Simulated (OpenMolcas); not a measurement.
Run report: C5H10O2, single-point calculation

The run: single-point calculation of C5H10O2. Method and program: HF/6-31G, RHF (OpenMolcas 26.06).

The geometry comes from this level: GFN2-xTB.

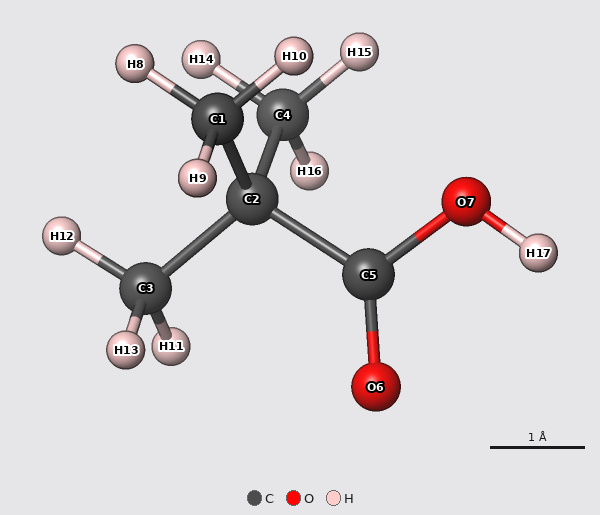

Fig. 1: The input geometry (ball-and-stick view, seen at a tilt; atoms are numbered from 1 in the order of the input).

The input:
```
&gateway
  coord
  17
  bohr
  C      1.80939387    -0.40748164     2.21453225
  C      0.09879488    -0.21990743    -0.11595360
  C      1.33461908    -1.51363283    -2.38150845
  C     -2.47956634    -1.41153093     0.44648559
  C     -0.30260184     2.56209068    -0.71764239
  O      0.26108456     3.59490160    -2.65941158
  O     -1.39023372     3.81762472     1.19680135
  H      2.11738143    -2.38296354     2.68989286
  H      3.63228038     0.46655448     1.84019640
  H      0.94382371     0.53362086     3.82185770
  H      0.13613587    -1.34867864    -4.04168954
  H      1.64275782    -3.50351444    -1.97642676
  H      3.13923194    -0.63256692    -2.81159122
  H     -2.24096952    -3.40375580     0.89210191
  H     -3.37030765    -0.47827078     2.04506161
  H     -3.71864086    -1.25173569    -1.18618109
  H     -1.61320250     5.57924631     0.74345605
  basis=6-31G
  group=NoSym
  ricd

&seward

&scf
  prorbitals=0
```

Hardware: 1 thread of Arm Neoverse V1, 24 GiB of memory available, shared host.

Command:
```bash
export MOLCAS_MEM=1860
pymolcas step1.input > step1.log
```

The program's output:
```
--- Start Module: gateway ---

                                              &GATEWAY

                       available to each process: 1.9 GB of memory, 1 thread

++    Symmetry information:
      ---------------------

                    Character Table for C1

                             E
                    a        1  x, y, xy, Rz, z, xz, Ry, yz, Rx, I
--

++    Basis set information:
      ----------------------

      Basis set label: C.6-31G.........

      Electronic valence basis set:
      ------------------
      Associated Effective Charge   6.000000 au
      Associated Actual Charge      6.000000 au
      Nuclear Model: Point charge

      Shell  nPrim  nBasis  Cartesian Spherical Contaminant
         s      10       3        X
         p       4       2        X

      Basis set label: O.6-31G.........

      Electronic valence basis set:
      ------------------
      Associated Effective Charge   8.000000 au
      Associated Actual Charge      8.000000 au
      Nuclear Model: Point charge

      Shell  nPrim  nBasis  Cartesian Spherical Contaminant
         s      10       3        X
         p       4       2        X

      Basis set label: H.6-31G.........

      Electronic valence basis set:
      ------------------
      Associated Effective Charge   1.000000 au
      Associated Actual Charge      1.000000 au
      Nuclear Model: Point charge

      Shell  nPrim  nBasis  Cartesian Spherical Contaminant
         s       4       2        X
--

++    Molecular structure info:
      -------------------------

                    ************************************************
                    **** Cartesian Coordinates / bohr, angstrom ****
                    ************************************************

     Center  Label                x              y              z                     x              y              z
        1      C1               1.809394      -0.407482       2.214532              0.957490      -0.215630       1.171880
        2      C2               0.098795      -0.219907      -0.115954              0.052280      -0.116370      -0.061360
        3      C3               1.334619      -1.513633      -2.381508              0.706250      -0.800980      -1.260240
        4      C4              -2.479566      -1.411531       0.446486             -1.312130      -0.746950       0.236270
        5      C5              -0.302602       2.562091      -0.717642             -0.160130       1.355800      -0.379760
        6      O6               0.261085       3.594902      -2.659412              0.138160       1.902340      -1.407300
        7      O7              -1.390234       3.817625       1.196801             -0.735680       2.020200       0.633320
        8      H8               2.117381      -2.382964       2.689893              1.120470      -1.261010       1.423430
        9      H9               3.632280       0.466554       1.840196              1.922120       0.246890       0.973790
       10      H10              0.943824       0.533621       3.821858              0.499450       0.282380       2.022440
       11      H11              0.136136      -1.348679      -4.041690              0.072040      -0.713690      -2.138770
       12      H12              1.642758      -3.503514      -1.976427              0.869310      -1.853980      -1.045880
       13      H13              3.139232      -0.632567      -2.811591              1.661210      -0.334740      -1.487830
       14      H14             -2.240970      -3.403756       0.892102             -1.185870      -1.801190       0.472080
       15      H15             -3.370308      -0.478271       2.045062             -1.783490      -0.253090       1.082200
       16      H16             -3.718641      -1.251736      -1.186181             -1.967820      -0.662390      -0.627700
       17      H17             -1.613203       5.579246       0.743456             -0.853670       2.952410       0.393420

                    *************************************************
                    **** InterNuclear Distances / bohr, angstrom ****
                    *************************************************

     Atom centers         bohr        angstrom
   17 H17       7 O7      1.832634        0.969788
   13 H13       3 C3      2.053747        1.086796
   10 H10       1 C1      2.053870        1.086861
   12 H12       3 C3      2.053940        1.086898
   11 H11       3 C3      2.054209        1.087040
   15 H15       4 C4
    8 H8        1 C1      2.055080        1.087501
   14 H14       4 C4      2.055350        1.087644
   16 H16       4 C4      2.055831        1.087899
    9 H9        1 C1      2.055962        1.087968
    6 O6        5 C5      2.270442        1.201466
    7 O7        5 C5      2.534641        1.341274
    5 C5        2 C2      2.874485        1.521112
    3 C3        2 C2      2.886819        1.527639
    4 C4        2 C2      2.895557        1.532263
    2 C2        1 C1      2.896981        1.533016
   13 H13      11 H11     3.323333        1.758632
   16 H16      14 H14     3.336759        1.765737
    9 H9        8 H8      3.337163        1.765951
   10 H10       9 H9      3.340551        1.767743
   16 H16      15 H15     3.340735        1.767841
   15 H15      14 H14     3.341135        1.768053
   10 H10       8 H8      3.341414        1.768200
   12 H12      11 H11     3.343432        1.769268
   13 H13      12 H12     3.343542        1.769326
   17 H17       5 C5      3.599404        1.904723
    8 H8        2 C2      4.077533        2.157738
   12 H12       2 C2      4.077653        2.157801
   14 H14       2 C2      4.077691        2.157821
   13 H13       2 C2      4.084239        2.161286
   11 H11       2 C2      4.084963        2.161669
   15 H15       2 C2      4.095291        2.167135
   16 H16       2 C2      4.096690        2.167875
    9 H9        2 C2      4.096739        2.167901
   10 H10       2 C2      4.097345        2.168222
    7 O7        6 O6      4.200814        2.222975
   17 H17       6 O6      4.362348        2.308455
    7 O7        2 C2      4.499133        2.380839
    6 O6        2 C2      4.587841        2.427781
    5 C5        1 C1      4.677236        2.475087
    5 C5        4 C4      4.678038        2.475511
    5 C5        3 C3      4.696857        2.485470
    4 C4        1 C1      4.746502        2.511741
    4 C4        3 C3      4.749314        2.513229
    3 C3        1 C1      4.751060        2.514153
   15 H15      10 H10     4.774166        2.526380
   16 H16      11 H11     4.798190        2.539093
   13 H13       9 H9      4.805236        2.542821
   15 H15       7 O7      4.805721        2.543078
   10 H10       7 O7      4.808682        2.544645
   12 H12       8 H8      4.822390        2.551899
   14 H14       8 H8      4.823825        2.552659
   14 H14      12 H12     4.829259        2.555534
   13 H13       6 O6      5.116481        2.707525
   10 H10       5 C5      5.125947        2.712534
   15 H15       5 C5      5.127100        2.713144
   11 H11       6 O6      5.134714        2.717174
    9 H9        5 C5      5.139758        2.719843
   16 H16       5 C5      5.141413        2.720718
   13 H13       5 C5      5.141661        2.720850
   11 H11       5 C5      5.151301        2.725951
   15 H15       1 C1      5.182957        2.742703
   10 H10       4 C4      5.186169        2.744403
   11 H11       4 C4      5.195148        2.749154
    9 H9        3 C3      5.198383        2.750866
   16 H16       3 C3      5.199311        2.751357
   14 H14       3 C3      5.203261        2.753447
   13 H13       1 C1      5.203946        2.753809
    8 H8        3 C3      5.204571        2.754141
    8 H8        4 C4      5.206581        2.755204
   14 H14       1 C1      5.208831        2.756395
   12 H12       1 C1      5.213188        2.758700
   12 H12       4 C4      5.219239        2.761902
    6 O6        3 C3      5.227507        2.766278
    7 O7        4 C4      5.393857        2.854306
    7 O7        1 C1      5.396751        2.855837
--

            Nuclear Potential Energy            330.89526468 au

--- Stop Module: gateway /rc=_RC_ALL_IS_WELL_ ---

--- Start Module: seward ---

                                              &SEWARD

                       available to each process: 1.9 GB of memory, 1 thread

               SEWARD will generate:
                  Multipole Moment integrals up to order  2
                  Kinetic Energy integrals
                  Nuclear Attraction integrals (point charge)
                  One-Electron Hamiltonian integrals
                  Velocity integrals
                  Orbital angular momentum around ( -0.1162   0.9817  -0.2744 )
                  Velocity quadrupole around ( -0.1162   0.9817  -0.2744 )
                  RI decomposed two-electron repulsion integrals stored Cholesky style
                   - acCD auxiliary basis
                   - CD Threshold:   1.00E-04

                   Integrals are discarded if absolute value <: 1.00E-14
                   Integral cutoff threshold is set to       <: 1.00E-16

            Nuclear Potential Energy            330.89526468 au

      Basis set specifications :
      Symmetry species         a
      Basis functions           83

--- Stop Module: seward /rc=_RC_ALL_IS_WELL_ ---

--- Start Module: scf ---

                                                &SCF

                       available to each process: 1.9 GB of memory, 1 thread

++    Input section:
      --------------

      Header of the integral files:

      Cartesian coordinates in angstrom:
      -----------------------------------------------------
      No.  Label        X            Y            Z
      -----------------------------------------------------
       1   C1         0.95749000  -0.21563000   1.17188000
       2   C2         0.05228000  -0.11637000  -0.06136000
       3   C3         0.70625000  -0.80098000  -1.26024000
       4   C4        -1.31213000  -0.74695000   0.23627000
       5   C5        -0.16013000   1.35580000  -0.37976000
       6   O6         0.13816000   1.90234000  -1.40730000
       7   O7        -0.73568000   2.02020000   0.63332000
       8   H8         1.12047000  -1.26101000   1.42343000
       9   H9         1.92212000   0.24689000   0.97379000
      10   H10        0.49945000   0.28238000   2.02244000
      11   H11        0.07204000  -0.71369000  -2.13877000
      12   H12        0.86931000  -1.85398000  -1.04588000
      13   H13        1.66121000  -0.33474000  -1.48783000
      14   H14       -1.18587000  -1.80119000   0.47208000
      15   H15       -1.78349000  -0.25309000   1.08220000
      16   H16       -1.96782000  -0.66239000  -0.62770000
      17   H17       -0.85367000   2.95241000   0.39342000
      -----------------------------------------------------
      Nuclear repulsion energy =  330.89526468
--

++    Orbital specifications:
      -----------------------

      Symmetry species               1
                                     a
      Frozen orbitals                0
      Occupied orbitals             28
      Secondary orbitals            55
      Deleted orbitals               0
      Total number of orbitals      83
      Number of basis functions     83
--

      Molecular charge                           0.000

++    Optimization specifications:
      ----------------------------

      SCF Algorithm: LK-RI/DF
      LK screening threshold:                     4.50E-02
      Local-Exchange (LK) algorithm.
       - the density matrix is decomposed
      The actual AO density is used
      Number of density matrices in core                 5
      Maximum number of NDDO SCF iterations            400
      Maximum number of HF SCF iterations              400
      Threshold for SCF energy change             1.00E-09
      Threshold for density matrix                1.00E-04
      Threshold for Fock matrix                   1.50E-04
      Threshold for linear dependence             1.00E-09
      Threshold at which DIIS is turned on        1.50E-01
      Maximum depth in the DIIS procedure                5
      Maximum depth in the BFGS Hessian update          30
      Threshold at which QNR/C2DIIS is turned on  7.50E-02
      Threshold for Norm(delta) (QNR/C2DIIS)      1.00E-03
      All orbitals punched on: SCFORB
--

      Input vectors read from INPORB
      Orbital file label: *Guess orbitals

++ Convergence information
                                   SCF        iterations: Energy and convergence statistics

Iter     Tot. SCF        One-elec.       Two-elec.     Energy      Max Dij or  Max Fij      DNorm      TNorm      AccCon     Time
         Energy          Energy          Energy        Change      Delta Norm                                                in Sec.
   1  -344.072681606 -1118.037721551   443.069775269   0.00E+00    4.76E-01*   1.17E-01*    8.12E+00   1.76E+02   None         0.
   2  -344.573869180 -1128.058675614   452.589541757  -5.01E-01*   3.86E-01*   1.40E-01*    8.93E+00   1.78E+02   EDIIS        0.
   3  -344.662355399 -1124.229295186   448.671675111  -8.85E-02*   9.90E-02*   6.89E-02*    8.61E+00   1.77E+02   EDIIS        0.
   4  -344.752300131 -1125.513078281   449.865513474  -8.99E-02*   1.25E-02*   1.64E-02*    8.77E+00   1.77E+02   c2DIIS       0.
   5  -344.759216631 -1125.527168748   449.872687440  -6.92E-03*   1.02E-02*   2.44E-03*    8.75E+00   1.77E+02   QNRc2DIIS    0.
   6  -344.759355773 -1125.461121356   449.806500907  -1.39E-04*   3.95E-03*   1.89E-03*    8.75E+00   1.77E+02   QNRc2DIIS    0.
   7  -344.759420500 -1125.464703260   449.810018083  -6.47E-05*   1.42E-03*   2.13E-04*    8.75E+00   1.77E+02   QNRc2DIIS    0.
   8  -344.759423407 -1125.485109338   449.830421255  -2.91E-06*   4.79E-04    2.47E-04*    8.75E+00   1.77E+02   QNRc2DIIS    0.
   9  -344.759424046 -1125.480260923   449.825572201  -6.40E-07*   1.33E-04    3.18E-05     8.75E+00   1.77E+02   QNRc2DIIS    0.
  10  -344.759424079 -1125.477955966   449.823267211  -3.29E-08*   6.29E-05    1.30E-05     8.75E+00   1.77E+02   QNRc2DIIS    0.
  11  -344.759424087 -1125.478937303   449.824248541  -7.33E-09*   1.76E-05    5.23E-06     8.75E+00   1.77E+02   QNRc2DIIS    0.
  12  -344.759424087 -1125.479030631   449.824341868  -5.66E-10    8.83E-06    1.72E-06     8.75E+00   1.77E+02   QNRc2DIIS    0.

       Convergence after  12 Iterations
--

 *****************************************************************************************************************************
 *                                             SCF/KS-DFT Program, Final results                                             *
 *                                                       Final Results                                                       *
 *****************************************************************************************************************************

::    Total SCF energy                               -344.7594240872
      One-electron energy                           -1125.4790306314
      Two-electron energy                             449.8243418679
      Nuclear repulsion energy                        330.8952646762
      Kinetic energy (interpolated)                   345.1129887664
      Virial theorem                                    0.9989755104
      Total spin, S(S+1)                                0.0000000000
      Total spin, S                                     0.0000000000
      Max non-diagonal density matrix element           0.0000087795
      Max non-diagonal Fock matrix element              0.0000012116

      No orbitals printed

++    Molecular charges:
      ------------------

      Mulliken charges per centre
      ---------------------------

                C1      C2      C3      C4      C5      O6      O7      H8      H9      H10     H11     H12
      Total    6.4255  6.1993  6.3980  6.4254  5.2083  8.5568  8.7346  0.8379  0.8398  0.8128  0.8298  0.8503

      N-E     -0.4255 -0.1993 -0.3980 -0.4254  0.7917 -0.5568 -0.7346  0.1621  0.1602  0.1872  0.1702  0.1497

                H13     H14     H15     H16     H17
      Total    0.8292  0.8380  0.8128  0.8398  0.5615

      N-E      0.1708  0.1620  0.1872  0.1602  0.4385

      Total electronic charge=   56.000000

      Total            charge=   -0.000000
--

++    Molecular properties:
      ---------------------

      Charge (e):
                      =   -0.0000
      Dipole Moment (debye):
      Origin of the operator (angstrom)=   -0.0615    0.5195   -0.1452
                   X= -4.8022E-01               Y= -8.1122E-01               Z=  1.6232E+00           Total=  1.8771E+00
      Quadrupole Moment (debye*angstrom):
      Origin of the operator (angstrom)=   -0.0615    0.5195   -0.1452
                  XX= -4.3384E+01              XY= -2.1069E+00              XZ=  1.8888E+00              YY= -4.0005E+01
                  YZ=  3.3490E+00              ZZ= -4.9532E+01
      In traceless form (debye*angstrom)
                  XX=  1.3846E+00              XY= -3.1604E+00              XZ=  2.8333E+00              YY=  6.4527E+00
                  YZ=  5.0235E+00              ZZ= -7.8372E+00
--

--- Stop Module: scf /rc=_RC_ALL_IS_WELL_ ---
--- Module scf spent 1 second ---

.##################.
.# Happy landing! #.
.##################.

    Timing: Wall=2.70 User=2.39 System=0.31
```

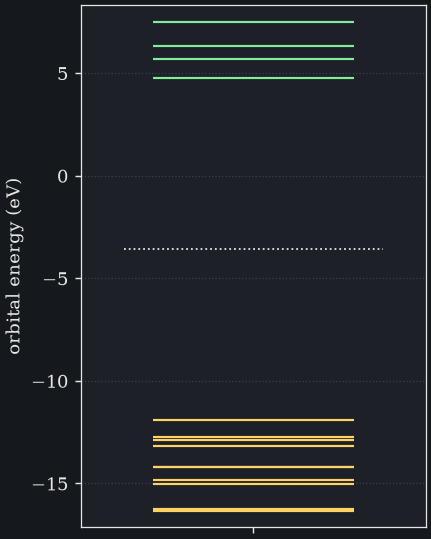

Fig. 2: Orbital energies near the frontier; the dotted line parts filled from empty levels, and levels within 0.02 eV of each other stand side by side. Highest filled −11.89 eV, lowest empty 4.76 eV, 16.65 eV apart.

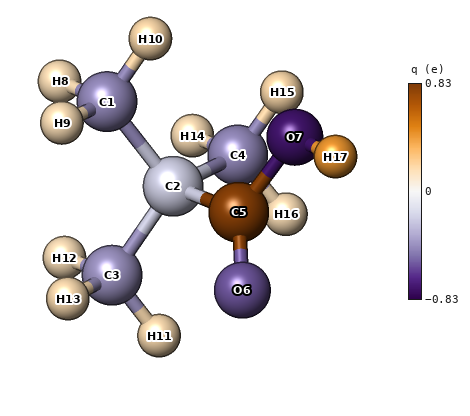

Fig. 3: Mulliken charges, as the colour of each atom (ball-and-stick view, seen at a tilt; atoms are numbered from 1 in the order of the input). By element: C −0.43 to +0.79, O −0.73 to −0.56 and H +0.15 to +0.44 e.

Key numbers:

| quantity | value |
| --- | --- |
| outcome | converged |
| total energy | −344.759424 hartree |
| basis functions | 83 |
| HOMO | −11.89 eV |
| LUMO | 4.76 eV |
| dipole moment | 1.88 debye |
| wall time | 3 s |
| peak memory | 0.084 GiB |
